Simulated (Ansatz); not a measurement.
The starting structures come from a database of crystals and need not be the phases stable at ambient conditions.

 Where the default PAW files enter, the runs use the earlier of Ansatz's two default sets.

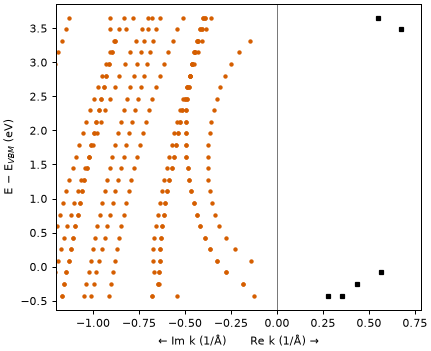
Figure: Complex bands at the centre of the two-dimensional zone; r2SCAN (Ansatz, an electronic-structure program)

No gap correction and no spin-orbit coupling; mid-gap values are interpolated between computed energies.

### Question
This is Cs2CaH4 (I4/mmm, not sure to be the ambient phase, 7 atoms a cell, 23.5 Å³ an atom) along the normal of (101). Read off the slowest decay at the centre of the two-dimensional zone at 1.78 eV, the computed energy nearest the middle of the gap.

### Answer
κ ≈ 0.37 1/Å, a decay length 1/(2κ) of the density of 1.3 Å.
